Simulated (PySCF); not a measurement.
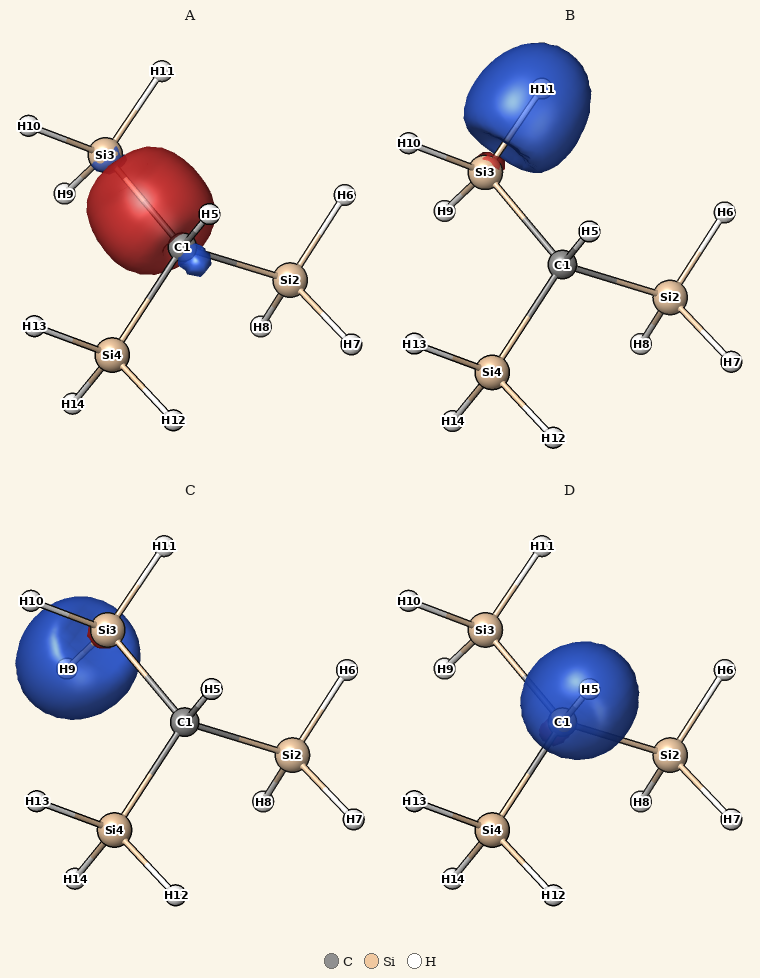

*HC(SiH3)3 (CH10Si3). Foster–Boys orbitals, occupied; each surface holds about 70 % of the orbital's density. Energies are diagonal elements of the Fock matrix.*

Method: PBE0/aug-cc-pVDZ; geometry: GFN2-xTB; program: PySCF. No frequency check shows the geometry to be a minimum.

Question: What does each orbital represent in a Lewis picture?

Answer: By panel:
- A: σ bond C1–Si3 (C1 60 %, Si3 37 %; −12.4 eV)
- B: σ bond H11–Si3 (H11 54 %, Si3 46 %; −11.2 eV)
- C: σ bond H9–Si3 (H9 54 %, Si3 46 %; −11.3 eV)
- D: σ bond C1–H5 (C1 55 %, H5 42 %; −14.2 eV)
